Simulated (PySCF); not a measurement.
```xyz
16

C     2.5582   -0.7580   -0.1381
C     1.2272   -0.9504   -0.1557
C     0.2398    0.0614    0.0030
C     0.6207    1.4938    0.2070
C    -1.0925   -0.2842   -0.0304
C    -2.0767   -1.1820   -0.1494
C    -2.4984    0.2285    0.0638
H     3.2428   -1.5780   -0.2651
H     2.9967    0.2143    0.0028
H     0.8439   -1.9527   -0.3017
H     1.2017    1.8595   -0.6401
H     1.2350    1.6028    1.1012
H    -0.2679    2.1105    0.3141
H    -2.4153   -2.1772   -0.2894
H    -2.9237    0.7926   -0.7619
H    -2.8989    0.5281    1.0285
```

Geometry: GFN2-xTB.

These are results of PySCF 2.14.0, density-fitted response routines, UKS B3LYP, pcH-1 on C H, non-relativistic, mean-field spin-orbit, GIAO, not measurements.

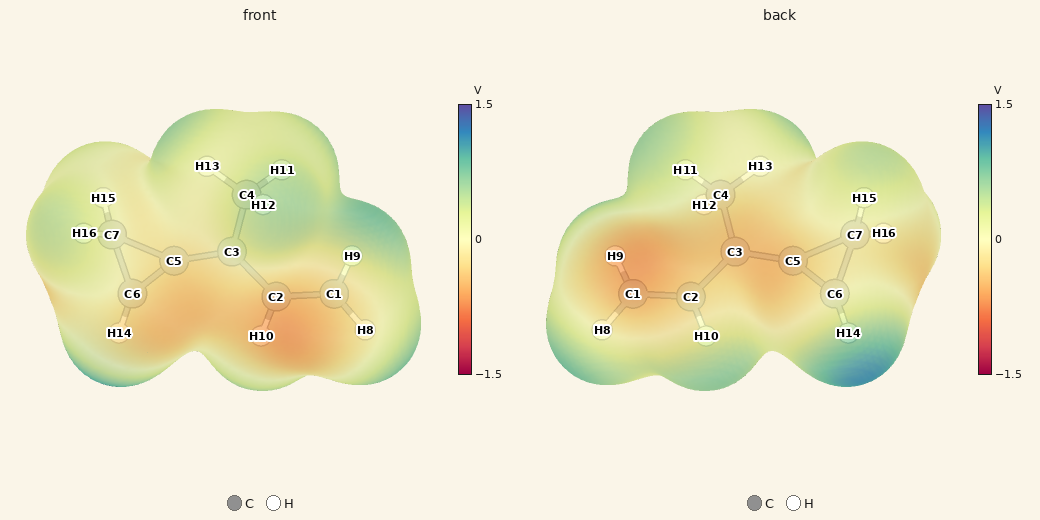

C₇H₉ (doublet). The electrostatic potential painted on the density surface at 0.002 e/bohr³, seen from the front and from behind; the colour scale runs from red (negative) to blue (positive).

**Which sites attract a positive test charge, and which a negative one?**

A positive charge is drawn to the negative regions and a negative charge to the positive ones. The most negative region (about −0.7 V, or −16 kcal/mol for a unit charge) lies over the π face of C1 and C2, the most positive (about +1.1 V, or +25 kcal/mol for a unit charge) over H14.
